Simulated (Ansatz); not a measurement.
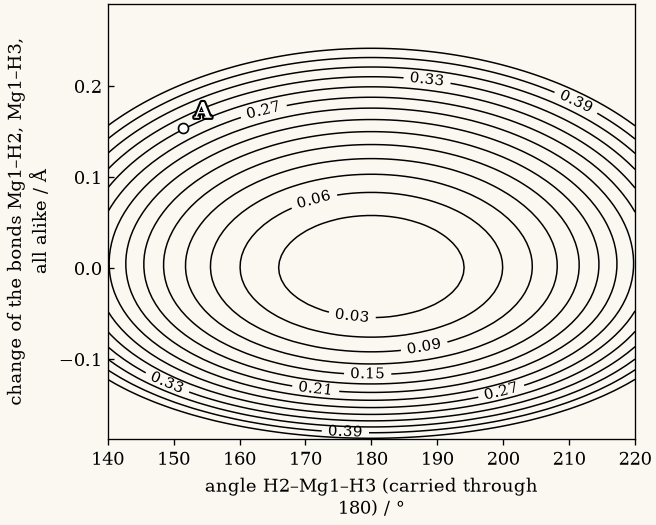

MgH2. Coordinates scanned: (1) angle H2–Mg1–H3 (carried through 180); (2) change of the bonds Mg1–H2, Mg1–H3, all alike. Nothing is relaxed (all other coordinates rigid). The scan uses a 15 × 15 grid; 120 points were computed and 105 follow by symmetry. Points are written as (first, second). Energies are in eV, from the relaxed molecule at the same level. Theory: RKS r2SCAN-D4/def2-TZVP (Ansatz 0.2.0).

The picture shows contour lines labelled in eV (none above 0.42), the point A. Between grid points the surface is interpolated.

Is A at rest? If not, where is it pushed?

A, at (151.4°, 0.154 Å), is not a stationary point. The computed force is 0.008 eV for each degree towards larger values of the first coordinate and 2.2 eV for each Å towards smaller values of the second coordinate.
